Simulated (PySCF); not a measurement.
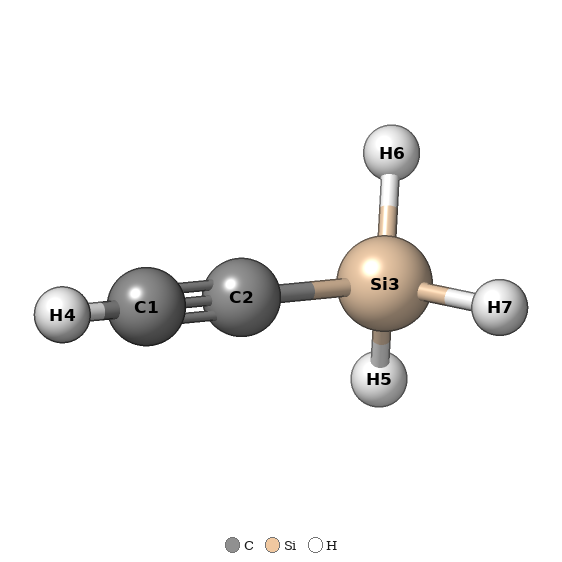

The geometry was computed by an optimisation with PBE0-D3(BJ)/def2-SVP. No frequency run is at hand to confirm it as a minimum. Method: delta-SCF UKS SCAN, pcX-2 on the ionised atom, pcseg-1 elsewhere, spin-free X2C (PySCF 2.14.0).

Give the core-electron binding energies (to vacuum; p and d levels without spin–orbit splitting) of C1 1s, C2 1s, Si3 1s, Si3 2p.

| atom | level | binding energy (eV) |
| --- | --- | --- |
| C1 | 1s | 290.7 |
| C2 | 1s | 290.5 |
| Si3 | 1s | 1847.2 |
| Si3 | 2p | 107.6 |
